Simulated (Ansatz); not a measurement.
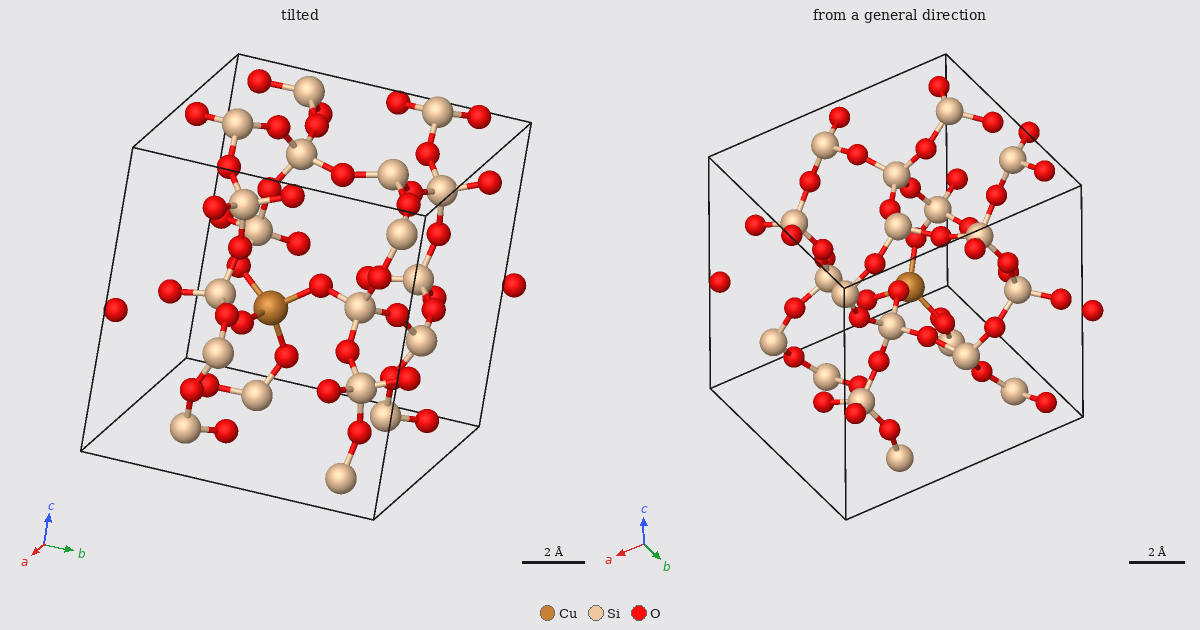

An orthographic ball-and-stick view of the structure, slightly off an axis and from a general direction. The supercell is drawn as a box. The host is SiO$_{2}$, in a cell of 48 sites, and the cell carries a charge of -1.

Q: What kind of defect was put in?

A: Copper on a silicon site (a substitutional impurity). It is bonded to four O in a distorted tetrahedral arrangement at about 1.9 Å.

The calculation: Ansatz, DFT PBE, scalar-relativistic, plane waves, PAW, with a kinetic-energy cutoff of 420 eV, 2×2×2 k-mesh, Gaussian smearing of 0.01 eV, collinear spins.

Q: Does the calculation give a net moment?

A: Yes, 2.0 μB in the cell.

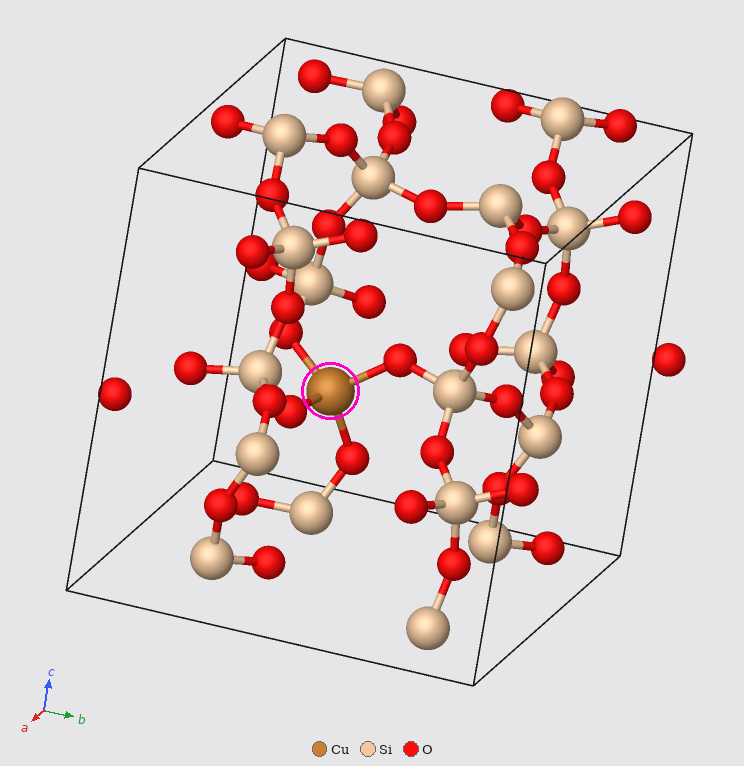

The same cell with a ring at the defect's site.

The atoms were relaxed in the host's cell with DFT PBE, scalar-relativistic, plane waves, PAW (Ansatz 0.2.0).
